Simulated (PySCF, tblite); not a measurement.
# C₃H₈ClOSi₂ radical: geometry, infrared bands and EPR parameters

Wanted: the infrared bands and EPR parameters of C₃H₈ClOSi₂ radical (`[CH2][C@@H]1C[Si@@H](Cl)O[SiH2]1`), by calculation.

The runs use tblite 0.8.0 and PySCF 2.14.0, with density-fitted response routines of our own; the level of theory stands in each step. All values are computed, except where a source is named. Atoms are numbered from 0 throughout.

## Step 1: The starting structure

15 atoms, charge 0, multiplicity 2; geometry from: force field or distance geometry start.

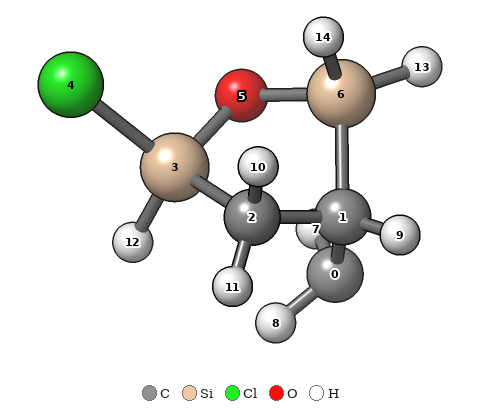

As it starts; carbon grey, silicon light orange, chlorine green, oxygen red, hydrogen white, atoms numbered.

## Step 2: Relaxing the molecule with GFN2-xTB

The job: settings as JSON, then the geometry in Å.

```
{"job": {"kind": "relax", "xc": "GFN2-xTB", "basis": "xTB"}, "charge": 0, "multiplicity": 2}
C     -0.119900    -1.511100    -1.075300
C      0.748100    -0.301900    -0.821400
C      1.050500    -0.130700     0.679200
Si    -0.721000     0.037300     1.295800
Cl    -0.858300     1.341500     2.935800
O     -1.626300     0.761900     0.022000
Si    -0.336000     1.200200    -1.048800
H     -1.199000    -1.199200    -1.119200
H     -0.062900    -2.201700    -0.194000
H      1.666000    -0.283000    -1.395600
H      1.555000     0.836700     0.822500
H      1.565400    -0.997200     1.089500
H     -1.270200    -1.300200     1.663200
H     -0.766500     1.399700    -2.413800
H      0.370800     2.355800    -0.461800
```

The run is started by

```sh
> OMP_NUM_THREADS=1 python probes_run.py task.json out
```

One launch serves the whole session: the jobs run in the order shown.

The log of the run:

```text
step      E/eV     max force
  0    -614.31651    2.903
  1    -614.67975    1.953
  2    -614.97869    0.930
  3    -615.05263    0.805
  4    -615.17007    0.579
  5    -615.22270    0.600
  6    -615.31190    0.648
  7    -615.37366    0.690
  8    -615.42310    0.556
  9    -615.45473    0.500
 10    -615.48787    0.498
 11    -615.52064    0.567
 12    -615.55165    0.450
 13    -615.57493    0.355
 14    -615.59079    0.308
 15    -615.61013    0.445
 16    -615.63887    0.539
 17    -615.66884    0.443
 18    -615.69249    0.417
 19    -615.71308    0.390
 20    -615.73295    0.403
 21    -615.75362    0.414
 22    -615.77414    0.333
 23    -615.78830    0.276
 24    -615.79789    0.238
 25    -615.80491    0.225
 26    -615.81100    0.199
 27    -615.81605    0.191
 28    -615.82067    0.159
 29    -615.82460    0.146
 30    -615.82952    0.203
 31    -615.83809    0.264
 32    -615.84813    0.296
 33    -615.85801    0.267
 34    -615.86696    0.198
 35    -615.87340    0.411
 36    -615.87695    0.674
 37    -615.89151    0.354
 38    -615.90447    0.473
 39    -615.92174    0.306
 40    -615.93266    0.288
 41    -615.93763    0.598
 42    -615.95303    0.506
 43    -615.96251    0.262
 44    -615.98009    0.525
 45    -615.99178    0.235
 46    -615.99938    0.194
 47    -616.00465    0.193
 48    -616.00907    0.203
 49    -616.01472    0.167
 50    -616.01832    0.135
 51    -616.02014    0.205
 52    -616.02225    0.098
 53    -616.02381    0.083
 54    -616.02598    0.108
 55    -616.02782    0.146
 56    -616.02978    0.134
 57    -616.03128    0.103
 58    -616.03245    0.085
 59    -616.03332    0.089
 60    -616.03413    0.092
 61    -616.03490    0.059
 62    -616.03557    0.062
 63    -616.03599    0.040
 64    -616.03622    0.040
 65    -616.03636    0.026
 66    -616.03650    0.031
 67    -616.03667    0.034
 68    -616.03681    0.037
 69    -616.03690    0.024
 70    -616.03696    0.017
 71    -616.03702    0.018
 72    -616.03709    0.027
 73    -616.03714    0.022
 74    -616.03719    0.015
 75    -616.03722    0.017
 76    -616.03727    0.026
 77    -616.03734    0.035
 78    -616.03739    0.027
 79    -616.03743    0.011
 80    -616.03745    0.013
 81    -616.03747    0.014
 82    -616.03750    0.020
 83    -616.03753    0.015
 84    -616.03754    0.008
```

It took 0.64 s on 1 thread of Arm Neoverse V2, shared host.

The steps of the relaxation: (not every step is listed)

```csv
step,energy from step 0 (eV),largest force (eV/Å)
0,0.0000,2.9028
1,-0.3632,1.9527
2,-0.6622,0.9297
3,-0.7361,0.8053
4,-0.8536,0.5786
5,-0.9062,0.6002
6,-0.9954,0.6477
7,-1.0571,0.6900
8,-1.1066,0.5561
15,-1.2936,0.4448
22,-1.4576,0.3329
29,-1.5081,0.1460
36,-1.5604,0.6741
43,-1.6460,0.2623
50,-1.7018,0.1351
57,-1.7148,0.1035
64,-1.7197,0.0400
71,-1.7205,0.0181
78,-1.7209,0.0269
79,-1.7209,0.0114
80,-1.7209,0.0125
81,-1.7210,0.0144
82,-1.7210,0.0197
83,-1.7210,0.0148
84,-1.7210,0.0078
```

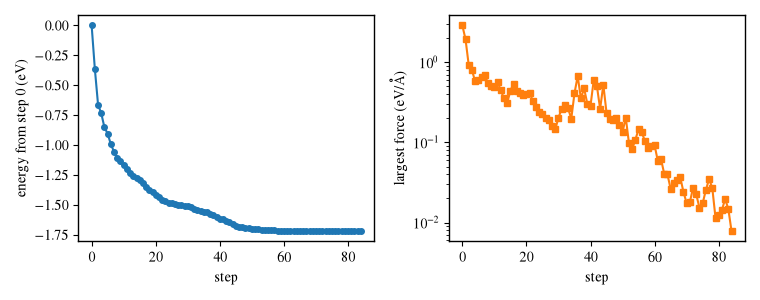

Energy and largest force along the relaxation.

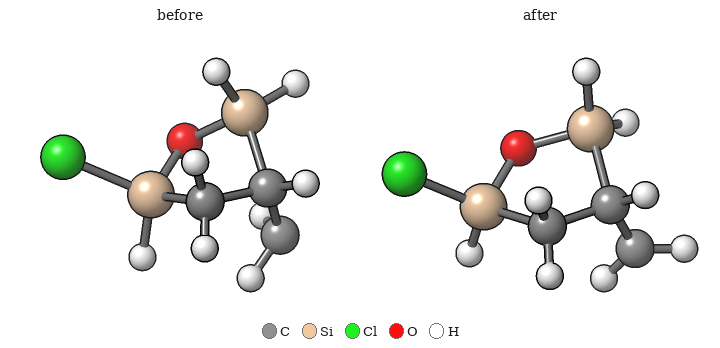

The geometry before (left) and after (right).

Close pairs (by a distance rule), those that changed most:

| bond | before (Å) | after (Å) | change (Å) |
| --- | --- | --- | --- |
| Si3–Cl4 | 2.100 | 2.000 | -0.100 |
| O5–Si6 | 1.733 | 1.637 | -0.096 |
| C1–Si6 | 1.866 | 1.958 | +0.092 |
| Si3–O5 | 1.723 | 1.636 | -0.087 |
| C0–C1 | 1.510 | 1.455 | -0.055 |
| C0–H7 | 1.124 | 1.073 | -0.051 |
| C0–H8 | 1.121 | 1.072 | -0.049 |
| Si3–H12 | 1.492 | 1.453 | -0.039 |

The next job starts from the end point, and lists it.

## Step 3: Vibrational analysis with GFN2-xTB

The job: settings as JSON, then the geometry in Å.

```
{"job": {"kind": "ir", "xc": "GFN2-xTB", "basis": "xTB"}, "charge": 0, "multiplicity": 2}
C      0.061524    -1.450219    -1.187957
C      0.748785    -0.263546    -0.701253
C      0.949182    -0.271696     0.821600
Si    -0.708154     0.235370     1.608568
Cl    -0.497840     1.450584     3.183136
O     -1.316763     1.108056     0.365779
Si    -0.498985     1.204564    -1.049434
H      0.146478    -1.750636    -2.214386
H     -0.611653    -1.990170    -0.551296
H      1.691939    -0.113453    -1.231354
H      1.719264     0.456635     1.089366
H      1.315504    -1.246578     1.143313
H     -1.673969    -0.813292     1.890536
H     -1.459851     0.929890    -2.100729
H      0.130124     2.522481    -1.087800
```

The log of the run:

```text
mode    cm-1     km/mol
  1      72.9      2.01
  2     105.1      3.44
  3     140.1      1.04
  4     196.0      4.64
  5     220.3     22.36
  6     293.1      2.03
  7     334.7     11.65
  8     338.0      5.97
  9     442.3     72.92
 10     470.2      3.55
 11     480.3     15.16
 12     537.1     54.07
 13     571.7     48.39
 14     589.1     28.81
 15     614.9     59.52
 16     656.0     10.64
 17     689.6    510.97
 18     731.5     43.59
 19     763.6    253.98
 20     790.2    159.16
 21     793.9    125.88
 22     903.0     22.42
 23     932.7    369.39
 24    1006.3      0.32
 25    1072.6      8.68
 26    1122.4     24.94
 27    1193.8      3.89
 28    1231.7     11.44
 29    1297.9      0.64
 30    1410.8      0.35
 31    1472.7      5.33
 32    2271.3    283.06
 33    2333.8    233.27
 34    2374.5    272.47
 35    2926.4     38.64
 36    2953.3     38.57
 37    2988.8     18.68
 38    3129.8     18.02
 39    3170.4     46.24
```

Wall time 0.56 s (1 thread of Arm Neoverse V2, shared host).

Which atoms move in the most intense modes:

| cm⁻¹ | km/mol | atoms |
| --- | --- | --- |
| 690 | 511.0 | H12 41 %, Si3 17 %, C1 13 %, H14 11 % |
| 764 | 254.0 | H13 23 %, H14 22 %, C2 12 %, Si3 11 % |
| 790 | 159.2 | Si6 20 %, H14 20 %, H13 19 %, O5 19 % |
| 794 | 125.9 | C2 30 %, H11 30 %, H10 13 % |
| 933 | 369.4 | O5 73 %, Si3 10 % |
| 2271 | 283.1 | H14 96 % |
| 2334 | 233.3 | H12 97 % |
| 2374 | 272.5 | H13 96 % |

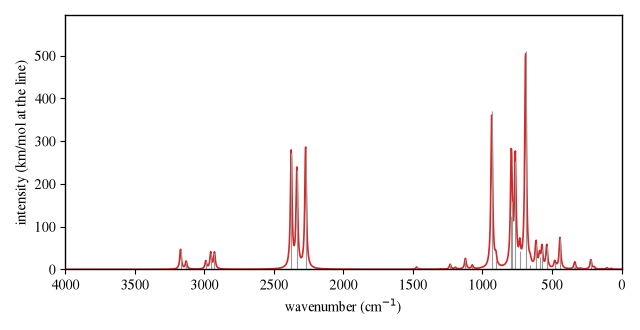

The infrared spectrum from these modes, unscaled. Lines are broadened to a width of 14 cm⁻¹ (Lorentzian).

## Step 4: g tensor and hyperfine couplings: B3LYP/pcH-1

Settings changed since step 3:

```diff
@@ -1,2 +1,2 @@
-{"job": {"kind": "ir", "xc": "GFN2-xTB", "basis": "xTB"}, "charge": 0, "multiplicity": 2}
+{"job": {"kind": "epr", "basis": "pcH-1"}, "charge": 0, "multiplicity": 2}
 C      0.061524    -1.450219    -1.187957
```

With the program's defaults for keys left out, this is: UKS B3LYP, pcH-1 on C Cl H O Si, non-relativistic, mean-field spin-orbit, GIAO.

The log of the run:

```text
UKS, coarse grid
  cycle   1  E = -1233.49256137  |g| = 6.78e-01
  cycle   2  E = -1233.17047739  |g| = 1.13e+00
  cycle   3  E = -1233.64976066  |g| = 1.35e-01
  cycle   4  E = -1233.65595078  |g| = 6.10e-02
  cycle   5  E = -1233.65766248  |g| = 1.08e-02
  cycle   6  E = -1233.65771453  |g| = 5.59e-03
  cycle   7  E = -1233.65773067  |g| = 1.11e-03
  cycle   8  E = -1233.65773146  |g| = 5.90e-04
UKS, final grid
  cycle   1  E = -1233.65777868  |g| = 6.64e-04
  cycle   2  E = -1233.65777855  |g| = 8.58e-04
  cycle   3  E = -1233.65777891  |g| = 7.78e-05
  cycle   4  E = -1233.65777891  |g| = 3.55e-05
  cycle   5  E = -1233.65777891  |g| = 2.07e-05
E = -1233.65777891 Eh   <S^2> = 0.7540 (exact 0.7500)
g shifts (ppm)      1          2          3
  rmc          -144       -144       -144
  gc             16         12         15
  oz_so        -279        132        914
  total        -407         -0        785
hyperfine (MHz)  atom isotope    a_iso     a_fc   dipolar eigenvalues
    0   13C      81.79      81.89    -75.90    -75.10    151.00
    1   13C     -26.95     -26.96     -4.59     -0.36      4.95
    2   13C      19.55      19.56     -2.22     -1.87      4.08
    3  29Si       0.22       0.21     -1.42      0.52      0.90
    4  35Cl       0.17       0.16     -0.10      0.00      0.10
    5   17O      -0.13      -0.13     -2.13      1.00      1.14
    6  29Si    -161.38    -161.53    -21.11      9.27     11.83
    7    1H     -59.21     -59.23    -36.57      0.15     36.42
    8    1H     -60.48     -60.49    -37.06      0.82     36.24
    9    1H      66.03      66.02     -4.60     -3.88      8.48
   10    1H      -1.21      -1.21     -2.04     -1.85      3.89
   11    1H      -1.72      -1.72     -4.28     -2.47      6.75
   12    1H       0.48       0.48     -1.49     -1.31      2.81
   13    1H      -2.57      -2.57     -3.96     -1.60      5.56
   14    1H      46.31      46.31     -2.27     -1.10      3.37
```

Run time: 1.8 min. Hardware: 1 thread of Arm Neoverse V2, shared host; peak memory 0.97 GiB.

Principal g values 2.00191, 2.00232, 2.00310; g(iso) = 2.00245, against 2.00232 for a free electron.

Hyperfine couplings; where a row names several nuclei, a(iso) is their mean (it holds for fast rotation or exchange) and the dipolar term the largest among them:

```csv
nuclei,isotope,a(iso) (MHz),"a(iso) (G, at g = 2.0023)",largest dipolar term (MHz)
Si6,29Si,-161.4,-57.6,-21.1
C0,13C,81.8,29.2,151.0
H9,1H,66.0,23.6,8.5
"H7, H8",1H,-59.8,-21.4,-37.1
H14,1H,46.3,16.5,3.4
C1,13C,-26.9,-9.6,5.0
C2,13C,19.6,7.0,4.1
H13,1H,-2.6,-0.9,5.6
H11,1H,-1.7,-0.6,6.7
H10,1H,-1.2,-0.4,3.9
H12,1H,0.5,0.2,2.8
Si3,29Si,0.2,0.1,-1.4
Cl4,35Cl,0.2,0.1,-0.1
O5,17O,-0.1,0.0,-2.1
```

Mulliken spin populations:

C0 1.00; C1 -0.07; C2 0.01; Si3 0.00; Cl4 0.00; O5 0.00; Si6 0.07; H7 -0.04; H8 -0.04; H9 0.02; H10 0.00; H11 0.01; H12 0.00; H13 0.00; H14 0.03

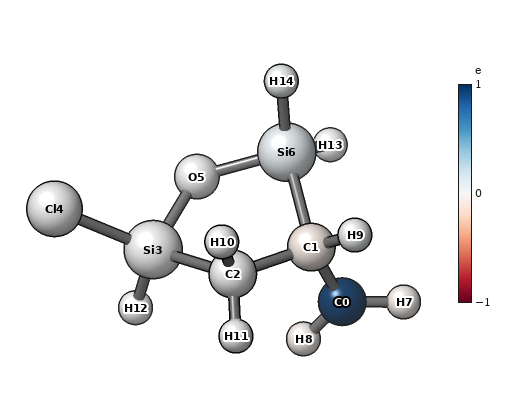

Mulliken spin populations, as colours on the atoms.

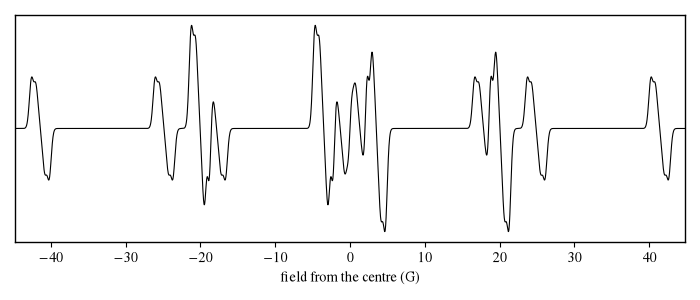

First-order isotropic spectrum (first derivative, main isotopes with spin only, couplings over 0.8 MHz, Gaussian width 0.3 G; couplings of the frozen geometry, rotation of groups not averaged beyond the rows shown).

Orbitals, density, ELF and potential are computed afterwards from the orbital file.

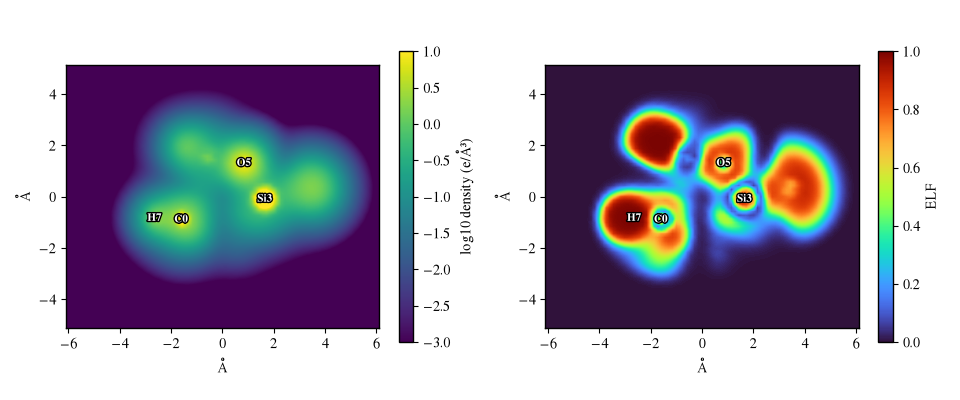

Density (left) and ELF (right) in a plane through or near 4 of the atoms.

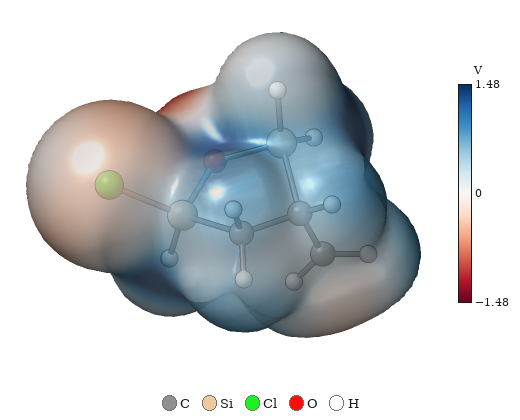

The potential that a unit positive charge feels on the 0.002 e/bohr³ surface, from -1.13 V near O5 to 1.48 V near H13.

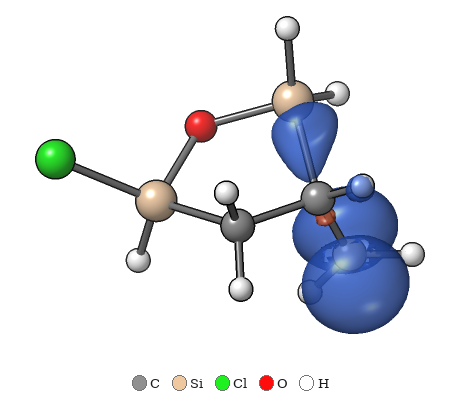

Spin density at ±0.04 e/Å³ (alpha excess blue, beta excess red).

## Step 5: What came out

```
                                                                  quantity                    value
                                 strongest single infrared mode (GFN2-xTB)     690 cm⁻¹, 511 km/mol
                                              zero-point energy (GFN2-xTB)            62.4 kcal/mol
                                                            g(iso) (B3LYP)                  2.00245
                                                                      ⟨S²⟩       0.754 (exact 0.75)
                                        largest a(iso) (averaged by class)  29Si on Si6, -161.4 MHz
potential on the surface of density 0.002 e/bohr³, 1st and 99th percentile       -1.13 V and 1.48 V
```

What this shows: Relaxing lowered the energy by 1.721 eV in 84 steps; the close pair that moved most is Si3–Cl4, from 2.100 to 2.000 Å. No mode is imaginary among the 39: a minimum at this level. The strongest single mode, at 690 cm⁻¹, is spread over several atoms, H12, Si3, C1, H14 among them. GFN2-xTB is a fitted tight-binding method: band positions and strengths are rough. Its intensities can rank the bands wrongly. Most of the unpaired spin sits on C0 (1.00 e). The isotropic g lies 0.1 ppt above the free-electron value. These values are for one conformer; the search (at its own cheap level) found 2 more, at 1.16, 1.17 kcal/mol, and measured spectra average over such forms.
